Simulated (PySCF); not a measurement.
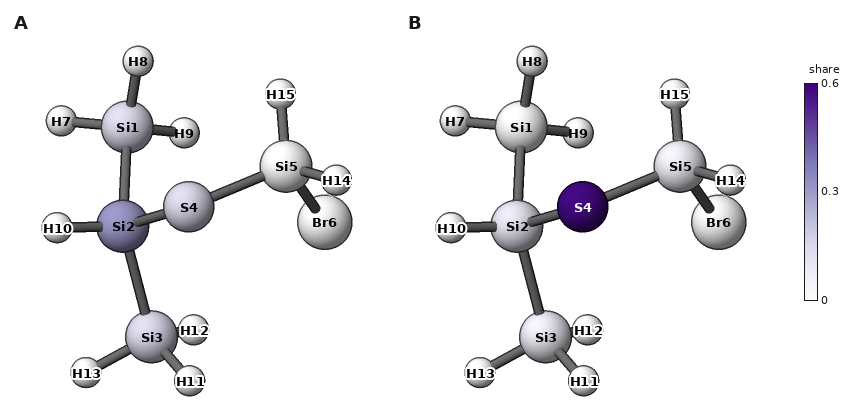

Each panel colours the atoms by their Löwdin share in one orbital (up to four of the largest shares; other atoms are shown as zero). The geometry was computed by an optimisation with GFN2-xTB. No frequency run is at hand to confirm it as a minimum. Level of theory: CAM-B3LYP/def2-SVPD (PySCF 2.14.0).

Question: The panels show the HOMO, LUMO, in some order. Which is which?

Answer: A: LUMO, −0.29 eV; Si2 0.31, Si3 0.15, S4 0.15, Si1 0.14
B: HOMO, −8.49 eV; S4 0.58, Si2 0.11, Si3 0.08, Si5 0.07

The geometry is semi-empirical. Around Br, Si such bond lengths and angles can be off by a tenth of an ångström or more and by several degrees, and values that hang on the shape move with them.
